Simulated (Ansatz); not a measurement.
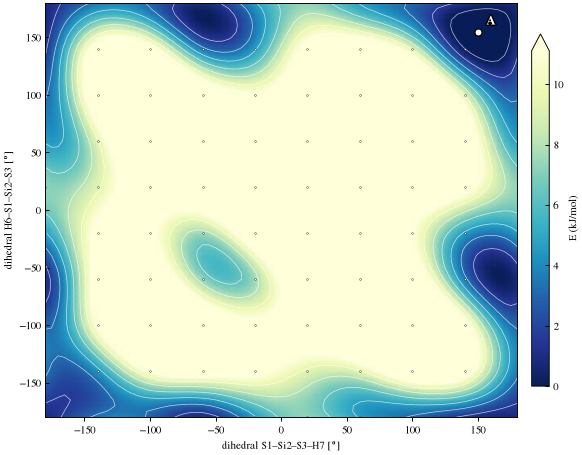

Cl2H2S2Si, SMILES S[Si](S)(Cl)Cl. 
- The first coordinate is: dihedral S1–Si2–S3–H7; the second: dihedral H6–S1–Si2–S3.
- Nothing is relaxed (all other coordinates rigid).
- Grid: 9 × 9 points; 45 points were computed and 36 follow by symmetry.
- Points are written as (first, second).
- All energies are given in kJ/mol relative to the lowest grid point.
- These are results of Ansatz 0.2.0, RKS r2SCAN-D4/def2-SVP, not measurements.

The picture shows a smooth colour map with a few white contour lines, dots at the grid points, one colour for all values above the top of the scale, the point A. Between grid points the surface is interpolated.

Question: Find the lowest pass out of the well at A.

Answer: The easiest path leads from the well at about (150°, 155°) to the well at about (−55°, 165°), about 1.7 kJ/mol higher (on a rigid scan; wells that are mirror images or exchange like atoms can differ by this much). Its highest point lies about 5.1 kJ/mol above the bottom of the first well on the interpolated surface, at about (−115°, −175°). Seen from the upper well the barrier is about 3.4 kJ/mol. The start is the relaxed structure and all else is held, so a fully relaxed path at this level can only be lower.

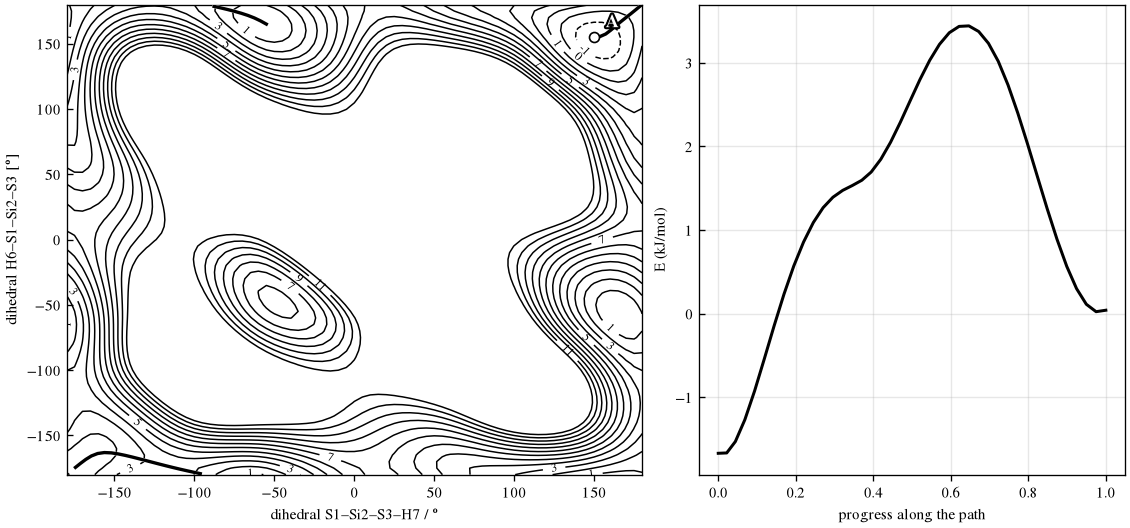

The picture shows contour lines labelled in kJ/mol (none above 12), a line along the lowest path, the energy along the path at the right. Between grid points the surface is interpolated.
